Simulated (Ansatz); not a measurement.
GaAs (zinc blende)

```cif
data_AsGa
_chemical_formula_sum 'As1 Ga1'
_space_group_name_H-M_alt 'P 1'
_space_group_IT_number 1
_cell_length_a 4.06309
_cell_length_b 4.06309
_cell_length_c 4.06309
_cell_angle_alpha 60.000
_cell_angle_beta 60.000
_cell_angle_gamma 60.000
loop_
_space_group_symop_operation_xyz
  'x, y, z'
loop_
_atom_site_label
_atom_site_type_symbol
_atom_site_fract_x
_atom_site_fract_y
_atom_site_fract_z
_atom_site_occupancy
As1 As 0.75000 0.75000 0.75000 1
Ga1 Ga 0.00000 0.00000 0.00000 1
```

This relaxed cell (volume V₀) is scaled evenly in all directions, its shape held. Symmetry pins the atoms to their sites.

Level of theory: PBE (plane waves to 420 eV, PAW, scalar-relativistic; Ansatz, a quantum-chemistry and plane-wave program). k mesh 10×10×10 (Γ-centred), Fermi-Dirac smearing 0.05 eV. Energies are smeared free energies. GaAs was relaxed with its symmetry unable to fall. The PAW data are Ansatz's earlier set. The zero of ΔE is the relaxed starting cell.

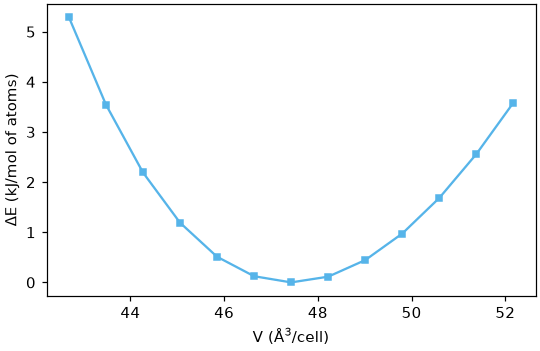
Figure. ΔE (kJ/mol of atoms) against V (Å³/cell); one marker a computed point.

The pressure for 5 % compression (fit) comes out as 3.5 GPa, the energy cost of the largest compression is 54.8 meV/atom and the energy cost of the largest expansion comes out as 37.2 meV/atom. The equilibrium volume of the fit is 23.72 Å³/atom and the bulk modulus B₀ (third-order Birch-Murnaghan fit) is 60.4 GPa.

P = (3B₀/2)(x⁷ − x⁵)[1 + ¾(B₀′ − 4)(x² − 1)] with x = (1/0.95)^(1/3), B₀ = 60.4 GPa and B₀′ = 4.76.

(Under strain, the slope of the energy per volume gives the stress and its curvature an elastic modulus.)
